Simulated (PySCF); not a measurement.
Energy landscape of Al₂O, singlet: map of symmetric stretch and bend. Scanned: O-Al bond length and Al-O-Al angle.

Cartesian coordinates as functions of the variables (Å; names that start with a are angles):
```
O  0  0  0
Al  r*sin(a/2)  0  r*cos(a/2)
Al  -r*sin(a/2)  0  r*cos(a/2)
```

Level of theory: PySCF 2.14.0 with RHF/cc-pVDZ.

Energy in kcal/mol above the lowest grid point; x is the O-Al bond length (Å), y the Al-O-Al angle (°).

| y \ x | 1.44 | 1.53 | 1.61 | 1.70 | 1.78 | 1.87 | 1.95 | 2.04 | 2.12 | 2.21 | 2.29 |
|---|---|---|---|---|---|---|---|---|---|---|---|
| 180 | 83.0 | 32.1 | 9.2 | 0.0 | 1.7 | 10.9 | 23.4 | 40.4 | 57.2 | 76.9 | 94.6 |
| 171.36 | 83.3 | 32.4 | 9.5 | 0.2 | 1.8 | 10.9 | 23.4 | 40.4 | 57.2 | 76.9 | 94.6 |
| 162.73 | 84.2 | 33.2 | 10.1 | 0.6 | 2.1 | 11.2 | 23.6 | 40.5 | 57.2 | 76.8 | 94.5 |
| 154.09 | 85.8 | 34.6 | 11.3 | 1.5 | 2.8 | 11.6 | 23.8 | 40.7 | 57.2 | 76.8 | 94.4 |
| 145.45 | 88.2 | 36.7 | 12.9 | 2.8 | 3.7 | 12.3 | 24.3 | 41.0 | 57.4 | 76.8 | 94.3 |
| 136.82 | 91.7 | 39.6 | 15.3 | 4.6 | 5.2 | 13.4 | 25.1 | 41.5 | 57.8 | 77.0 | 94.4 |
| 128.18 | 96.6 | 43.6 | 18.6 | 7.2 | 7.3 | 15.0 | 26.4 | 42.5 | 58.5 | 77.5 | 94.7 |
| 119.55 | 103.6 | 49.2 | 23.3 | 11.0 | 10.3 | 17.4 | 28.4 | 44.0 | 59.7 | 78.5 | 95.4 |
| 110.91 | 113.7 | 57.2 | 29.8 | 16.3 | 14.7 | 20.9 | 31.3 | 46.4 | 61.7 | 80.0 | 96.7 |
| 102.27 | 128.6 | 68.9 | 39.3 | 23.9 | 21.0 | 26.1 | 35.6 | 49.9 | 64.7 | 82.5 | 98.9 |
| 93.64 | 151.1 | 86.4 | 53.4 | 35.1 | 30.3 | 33.6 | 41.9 | 55.2 | 69.2 | 86.3 | 102.1 |
| 85 | 186.6 | 113.8 | 75.4 | 52.4 | 44.4 | 45.1 | 51.5 | 63.1 | 75.9 | 92.0 | 107.0 |

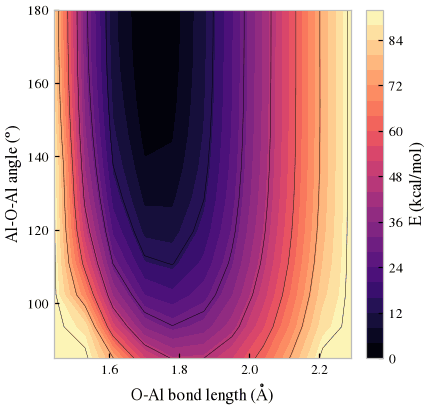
Energy surface, cut off at 92 kcal/mol.

Points that lie below all their neighbours on the grid: x = 1.70, y = 180 on the edge of the grid (0.0 kcal/mol).
